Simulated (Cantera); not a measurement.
Input: 1 mol Si₂Cl₆, a varied amount of N₂, 0.5 mol H₂, equilibrated at 1125 K and 26.0 Pa.

These are equilibrium values from Cantera (NASA tables, ideal gas, pure condensed phases), not measurements of a reactor. Candidate condensed phases: NH₄Cl, Si, Si₃N₄; 28 gas species. The feed counts by its element totals alone. N₂ is the only nitrogen source here; it is nearly inert below about 1500 K, so the nitride shown seldom forms there in practice. The tables' values for SiCl₃ are old estimates; treat these amounts as uncertain. The numbers say what is thermodynamically allowed, not how fast it happens.

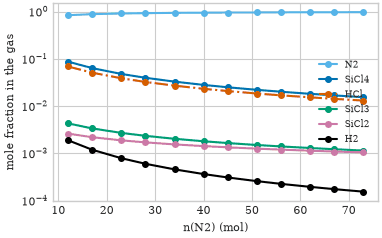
Equilibrium gas composition (values under 1e-9 drawn at 1e-9)

From 12 mol N₂ to 73 mol N₂ the condensed part is Si₃N₄(s). The main Si-bearing gas is SiCl₄ throughout. The share of Si in condensed phases is highest at 12 mol N₂ (35.2 %) and lowest at 73 mol N₂ (34.2 %).
